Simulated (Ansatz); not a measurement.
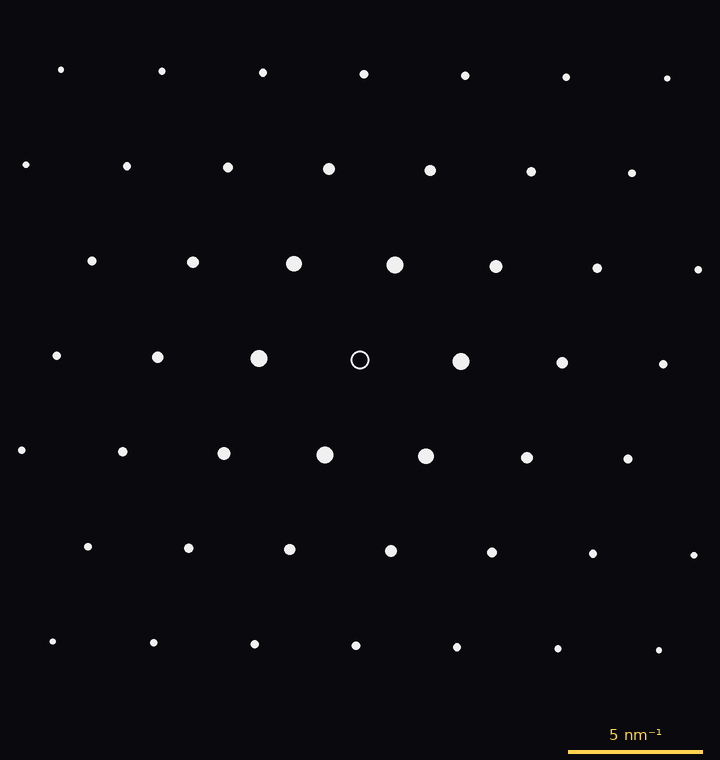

Computed electron diffraction pattern, 100 kV, single scattering only, B = 1 Å².

**What net do the spots form, and what spacings does it show?**

The spots form a centred rectangular net with both shortest vectors at d = 2.64 Å, 70.5° apart.

**What is the point symmetry of the pattern, intensities included?**

2mm. A zero-layer kinematic pattern is always centrosymmetric (Friedel's law).

**Which crystal and zone produced it?**

This cannot be fixed from one zone alone; the pattern is [110] of Ce, space group Fm-3m (No. 225), a = 4.57 Å. The net vectors are -1 1 -1 and -1 1 1. Structure: the input geometry of an electronic-structure calculation (not necessarily at equilibrium).
